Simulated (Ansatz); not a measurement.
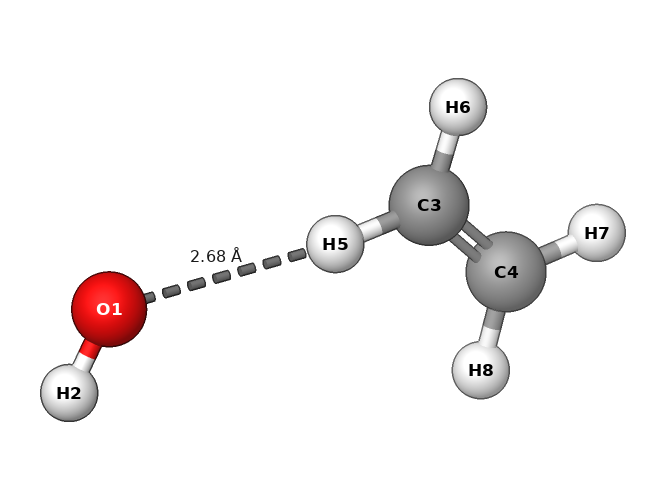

Two molecules or ions; the broken line marks their closest contact (measured against van der Waals radii). The species has charge −1 and is a spin singlet. Geometry: a pair of rigid molecules at a changed separation. Program: Ansatz 0.2.0.

Which two species are they?

HO and C2H4 (`C=C.[OH-]`).

Give the counterpoise-corrected interaction energy (kJ/mol, monomers kept as in the pair) with RHF-CCSD(T) (frozen core)/def2-TZVPPD; PBE-D4/def2-TZVPPD.

| level | interaction energy (kJ/mol) |
| --- | --- |
| RHF-CCSD(T) (frozen core)/def2-TZVPPD | −25.7 |
| PBE-D4/def2-TZVPPD | −29.7 |
